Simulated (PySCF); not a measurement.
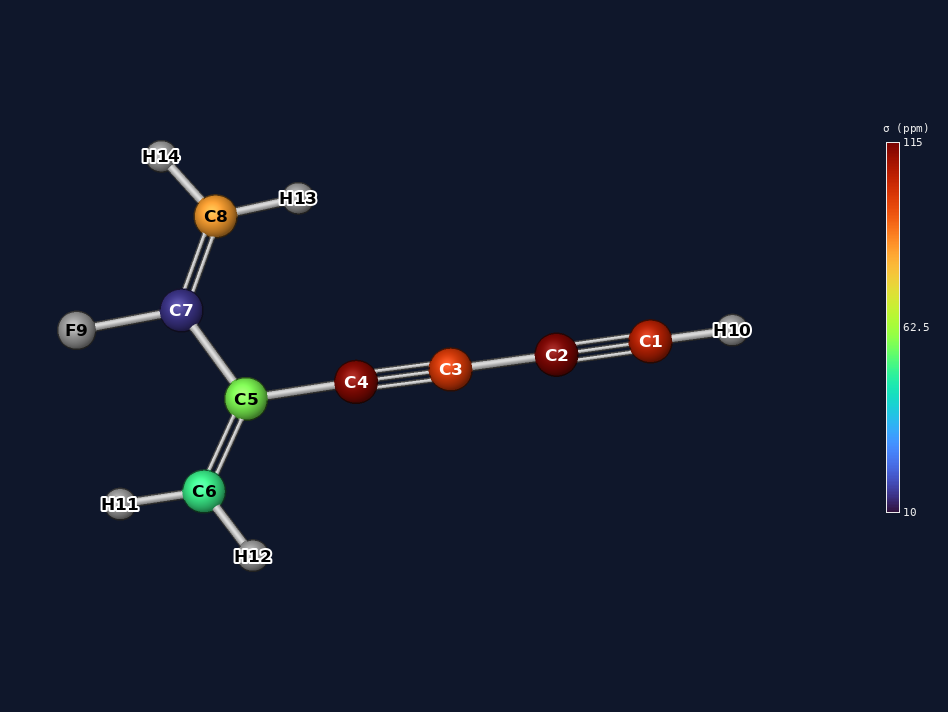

Atoms are coloured by their isotropic NMR shieldings (C only, the others grey). Computed geometry: GFN2-xTB optimisation. No frequency run is at hand to confirm it as a minimum. Level of theory: GIAO PBE0/pcSseg-1 NMR shielding, non-relativistic, gas phase (PySCF 2.14.0).

> Which C atom is the most shielded (lowest chemical shift)?

C2 (113.9 ppm).

> Which C atom is the least shielded (highest chemical shift)?

C7 (14.9 ppm).

> How wide is the range of C shifts?

99.0 ppm.

List the isotropic NMR shieldings of the C atoms.

```csv
atom,σ (ppm)
C1,105.3
C2,113.9
C3,99.4
C4,112.7
C5,58.3
C6,50.7
C7,14.9
C8,84.2
```
